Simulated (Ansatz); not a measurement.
# C2H4AlNSe: two geometries relaxed

Aim: relax the geometries before and after the rotation by 180° about the Se1–C2 bond, and see whether they are two minima and how far apart in energy. SMILES of the start: [SeH]C1=[N][AlH][CH2]1.

Method: RKS B3LYP-D4/def2-SVP, in Ansatz 0.2.0.

## 1. The structure to begin with

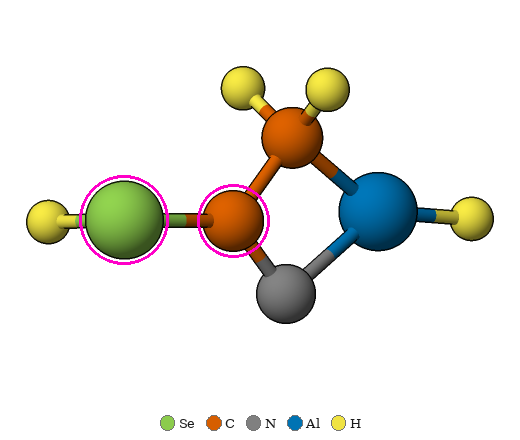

The starting structure, seen from a free direction (selenium green, carbon orange, nitrogen grey, aluminium blue, hydrogen yellow). Ringed: Se1, C2.

Structure file:

```xyz
9

Se   -2.1103    1.5338    0.0946
C    -0.7658    0.2994   -0.2315
N    -0.4309   -0.3939   -1.3067
Al    1.1385   -1.3194   -0.5538
C     0.3235   -0.2655    0.6519
H    -1.2227    2.7389   -0.3357
H     2.2221   -2.3974   -0.9021
H    -0.0799   -0.8023    1.5138
H     1.0139    0.5601    1.0524
```

## 2. End point A

Input file input.yaml:

```yaml
crystal:
  periodic: [false, false, false]
  atoms:
    - { symbol: Se, position_ang: [-2.1103, 1.5338, 0.0946] }
    - { symbol: C, position_ang: [-0.7658, 0.2994, -0.2315] }
    - { symbol: "N", position_ang: [-0.4309, -0.3939, -1.3067] }
    - { symbol: Al, position_ang: [1.1385, -1.3194, -0.5538] }
    - { symbol: C, position_ang: [0.3235, -0.2655, 0.6519] }
    - { symbol: H, position_ang: [-1.2227, 2.7389, -0.3357] }
    - { symbol: H, position_ang: [2.2221, -2.3974, -0.9021] }
    - { symbol: H, position_ang: [-0.0799, -0.8023, 1.5138] }
    - { symbol: H, position_ang: [1.0139, 0.5601, 1.0524] }
basis:
  gaussian: { orbitals: def2-SVP }
hamiltonian:
  xc: b3lyp
  dispersion: d4
relax:
  f_tol: 0.015
  max_steps: 40
```

Started as:

```
$ ansatz run input.yaml --threads 2 --pin off --max-ram 3072MiB --backend cpu --events-out ev --progress --plain --runs-dir out
```

Log (excerpt; [...] marks lines left out):

```text
Warning: RAYON_NUM_THREADS=2 ignored (pool sized by the plan → 2); use --threads N
[...]
Functional definition: B3LYP
[...]
1211 factors; integrals over basis functions are off by at most 3.2e-4 eV
[...]
mean field -75561.02048718 eV, -2776.8162858047 hartree, gradient 2.0e-5 eV, S^2 0.000000; 0 other end points of the search recorded, 0 dependent functions left out
[...]
reference -75561.02074558 eV, -2776.8162953006 hartree; 35, 35 occupied and 77, 77 virtual orbitals, 1211 factors
relax step   1: F+E_penalty+E_count = -75561.41565203 eV  Δ(F+E_penalty+E_count) = +0.000e0 eV  max|allowed force component| = 6.711e0 eV/Å  Δτ_max = 0.0000 Å  (32 SCF iters, accepted)
[...]
relax step   4: F+E_penalty+E_count = -75563.58250971 eV  Δ(F+E_penalty+E_count) = -4.459e-2 eV  max|allowed force component| = 1.565e-1 eV/Å  Δτ_max = 0.0393 Å  (31 SCF iters, accepted)
[...]
relax step   7: F+E_penalty+E_count = -75563.68562724 eV  Δ(F+E_penalty+E_count) = -5.311e-2 eV  max|allowed force component| = 8.672e-1 eV/Å  Δτ_max = 0.1934 Å  (31 SCF iters, accepted)
[...]
relax step  10: F+E_penalty+E_count = -75563.87238145 eV  Δ(F+E_penalty+E_count) = -2.575e-2 eV  max|allowed force component| = 3.457e-1 eV/Å  Δτ_max = 0.2000 Å  (31 SCF iters, accepted)
[...]
relax step  13: F+E_penalty+E_count = -75563.90642332 eV  Δ(F+E_penalty+E_count) = -5.084e-4 eV  max|allowed force component| = 2.019e-2 eV/Å  Δτ_max = 0.0344 Å  (30 SCF iters, accepted)
[...]
relax step  14: F+E_penalty+E_count = -75563.90651846 eV  Δ(F+E_penalty+E_count) = -9.514e-5 eV  max|allowed force component| = 1.335e-2 eV/Å  Δτ_max = 0.0148 Å  (30 SCF iters, accepted)
1211 factors; integrals over basis functions are off by at most 4.6e-4 eV
[...]
mean field -75563.51369931 eV, -2776.9079096604 hartree, gradient 1.4e-5 eV, S^2 0.000000; 1 other end points of the search recorded, 0 dependent functions left out
[...]
reference -75563.51395628 eV, -2776.9079191040 hartree; 35, 35 occupied and 77, 77 virtual orbitals, 1211 factors
Total energy: -75563.90677543 eV, -2776.9223549416 hartree
Atom 0 at    -1.854684     1.605502    -0.507433 Å, force    -0.001377    -0.005975    -0.007359 eV/Å
Atom 1 at    -0.513834     0.195582    -0.509087 Å, force     0.009447    -0.002305     0.003802 eV/Å
Atom 2 at    -0.403785    -0.590175    -1.516421 Å, force    -0.011633     0.010047     0.008632 eV/Å
Atom 3 at     0.986109    -1.408030    -0.602497 Å, force     0.007867     0.013347    -0.001017 eV/Å
Atom 4 at     0.435734    -0.003540     0.682565 Å, force    -0.007246    -0.007210     0.002990 eV/Å
Atom 5 at    -1.513385     2.134275     0.828718 Å, force     0.001412    -0.004543    -0.001587 eV/Å
Atom 6 at     1.985156    -2.596250    -0.890711 Å, force    -0.002948    -0.001224     0.001264 eV/Å
Atom 7 at    -0.096275    -0.263459     1.612682 Å, force    -0.001045     0.007888    -0.003945 eV/Å
Atom 8 at     1.063363     0.879794     0.885084 Å, force     0.005523    -0.010025    -0.002780 eV/Å
Dipole moment:     0.388990    -0.092414     0.475194 e Å
```

Run time: 44 s. Hardware: 2 threads of Arm Neoverse V2, shared host; peak memory 0.29 GiB.

Step by step:

```csv
step,energy from step 1 (eV),largest force component (eV/Å)
1,0.0000,6.7113
2,-1.9059,2.1970
3,-2.1223,1.2529
4,-2.1669,0.1565
5,-2.1845,0.2261
6,-2.2169,0.7770
7,-2.2700,0.8672
8,-2.3589,0.5845
9,-2.4310,0.3675
10,-2.4567,0.3457
11,-2.4868,0.1401
12,-2.4903,0.0473
13,-2.4908,0.0202
14,-2.4909,0.0133
```

Step 1 is the start.

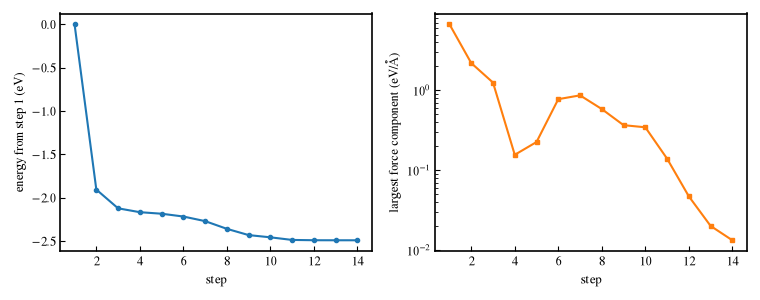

How energy and force went from step to step.

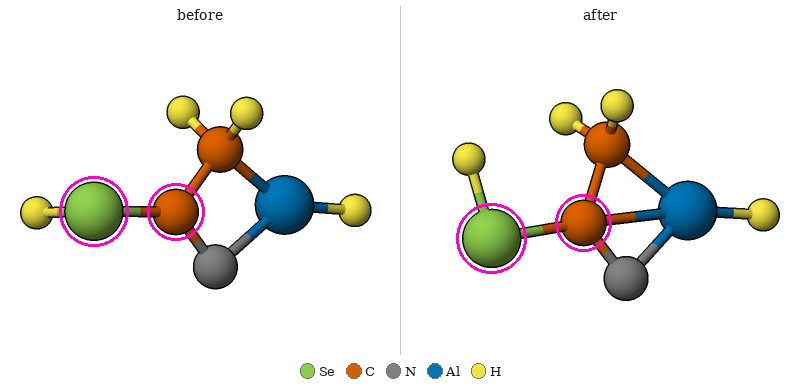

Before and after, at one scale.

After: Bond lengths: Se1–C2 1.946 Å, C2–N3 1.282 Å, N3–Al4 1.854 Å, C2–C5 1.537 Å, Al4–C5 1.982 Å, Se1–H6 1.477 Å, Al4–H7 1.579 Å, C5–H8 1.103 Å, C5–H9 1.102 Å. Angles: Se1–C2–N3 120.3°, Se1–C2–C5 121.3°, N3–C2–C5 118.5°, C2–Se1–H6 95.8°, C2–N3–Al4 87.0°, N3–Al4–C5 78.4°, N3–Al4–H7 135.8°, C5–Al4–H7 145.8°, C2–C5–Al4 76.1°, C2–C5–H8 112.7°, C2–C5–H9 113.0°, Al4–C5–H8 120.9°, Al4–C5–H9 121.9°, H8–C5–H9 108.0°.

Pairs that crossed the distance rule for bonds on the way: came closer C2–Al4.

## 3. Relaxing end B

The second end starts from a geometry with the move made by hand.

Input file input.yaml:

```yaml
crystal:
  periodic: [false, false, false]
  atoms:
    - { symbol: Se, position_ang: [-2.1103, 1.5338, 0.0946] }
    - { symbol: C, position_ang: [-0.7658, 0.2994, -0.2315] }
    - { symbol: "N", position_ang: [0.19517, -0.19705, 0.5294] }
    - { symbol: Al, position_ang: [0.9778, -1.43098, -0.79398] }
    - { symbol: C, position_ang: [-0.38942, -0.48135, -1.47039] }
    - { symbol: H, position_ang: [-1.2227, 2.7389, -0.3357] }
    - { symbol: H, position_ang: [2.16348, -2.43643, -0.99607] }
    - { symbol: H, position_ang: [-0.11181, 0.17093, -2.30178] }
    - { symbol: H, position_ang: [-1.25307, -1.1479, -1.82887] }
basis:
  gaussian: { orbitals: def2-SVP }
hamiltonian:
  xc: b3lyp
  dispersion: d4
relax:
  f_tol: 0.015
  max_steps: 40
output:
  orbitals: {}
```

Started as:

```
$ ansatz run input.yaml --threads 2 --pin off --max-ram 3072MiB --backend cpu --events-out ev --progress --plain --runs-dir out
```

Log (excerpt; [...] marks lines left out):

```text
Warning: RAYON_NUM_THREADS=2 ignored (pool sized by the plan → 2); use --threads N
[...]
[... 1 set-up line as earlier in the session ...]
[...]
1211 factors; integrals over basis functions are off by at most 2.9e-4 eV
[...]
mean field -75561.02210443 eV, -2776.8163452376 hartree, gradient 2.1e-5 eV, S^2 0.000000; 0 other end points of the search recorded, 0 dependent functions left out
[...]
reference -75561.02236257 eV, -2776.8163547241 hartree; 35, 35 occupied and 77, 77 virtual orbitals, 1211 factors
relax step   1: F+E_penalty+E_count = -75561.41720821 eV  Δ(F+E_penalty+E_count) = +0.000e0 eV  max|allowed force component| = 6.126e0 eV/Å  Δτ_max = 0.0000 Å  (32 SCF iters, accepted)
[...]
relax step   5: F+E_penalty+E_count = -75563.58760866 eV  Δ(F+E_penalty+E_count) = -2.075e-2 eV  max|allowed force component| = 1.351e-1 eV/Å  Δτ_max = 0.0449 Å  (30 SCF iters, accepted)
[...]
Total energy: -75563.90686951 eV, -2776.9223583990 hartree
Atom 0 at    -1.551194     1.696995     0.393194 Å, force    -0.000015    -0.001312     0.000305 eV/Å
Atom 1 at    -0.403511     0.221507    -0.145305 Å, force    -0.001496     0.004455     0.002079 eV/Å
Atom 2 at     0.330061    -0.373271     0.721988 Å, force    -0.001176     0.001864    -0.004065 eV/Å
Atom 3 at     0.932387    -1.443011    -0.666703 Å, force     0.001617    -0.002714    -0.002785 eV/Å
Atom 4 at    -0.349158    -0.258008    -1.604072 Å, force     0.000687    -0.001336     0.002223 eV/Å
Atom 5 at    -2.108235     1.949691    -0.951034 Å, force    -0.000606    -0.000295     0.000008 eV/Å
Atom 6 at     1.959844    -2.632583    -0.815023 Å, force    -0.000606    -0.001038     0.000750 eV/Å
Atom 7 at    -0.007415     0.524145    -2.301570 Å, force     0.000597     0.000600     0.001106 eV/Å
Atom 8 at    -1.319428    -0.636145    -1.965765 Å, force     0.000997    -0.000224     0.000379 eV/Å
Dipole moment:     0.031475    -0.203393    -0.585662 e Å
```

Run time: 51 s. Hardware: 2 threads of Arm Neoverse V2, shared host; peak memory 0.29 GiB.

Relaxation path:

```csv
step,energy from step 1 (eV),largest force component (eV/Å)
1,0.0000,6.1262
2,-1.8927,2.5139
3,-2.1142,1.2386
4,-2.1497,0.4942
5,-2.1704,0.1351
6,-2.1872,0.2081
7,-2.2293,0.4489
8,-2.2783,0.6497
9,-2.3620,0.5362
10,-2.4224,0.5352
11,-2.4683,0.3090
12,-2.4876,0.0567
13x,-2.4873,0.2255
14,-2.4890,0.0304
15,-2.4893,0.0176
16,-2.4893,0.0220
17,-2.4894,0.0045
```

Step 1 is the start. 1 step was tried and not accepted (marked x).

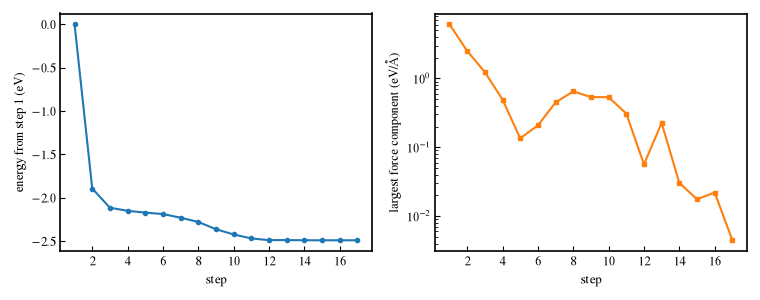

Energy and largest force along the relaxation.

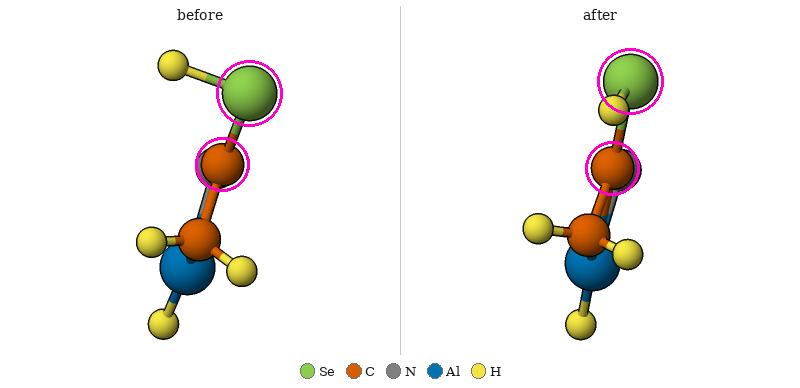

The structure before (left) and after (right), drawn at the same scale.

After: Bond lengths: Se1–C2 1.945 Å, C2–N3 1.282 Å, N3–Al4 1.854 Å, C2–C5 1.537 Å, Al4–C5 1.981 Å, Se1–H6 1.477 Å, Al4–H7 1.579 Å, C5–H8 1.102 Å, C5–H9 1.102 Å. Angles: Se1–C2–N3 120.1°, Se1–C2–C5 121.4°, N3–C2–C5 118.5°, C2–Se1–H6 95.8°, C2–N3–Al4 87.0°, N3–Al4–C5 78.4°, N3–Al4–H7 135.8°, C5–Al4–H7 145.8°, C2–C5–Al4 76.1°, C2–C5–H8 113.0°, C2–C5–H9 112.8°, Al4–C5–H8 121.6°, Al4–C5–H9 121.3°, H8–C5–H9 108.0°.

Pairs that crossed the distance rule for bonds on the way: came closer C2–Al4.

## 4. Results

```
                           quantity                     value
                              end A  13 moves, 2.491 eV lower
                              end B  15 moves, 2.489 eV lower
largest difference between the ends                    0.03 Å
            end B relative to end A                 -0.000 eV
```

What this shows: The two relaxations end at one structure, within 0.03 Å: no second minimum was found from this start, which doesn't rule one out.
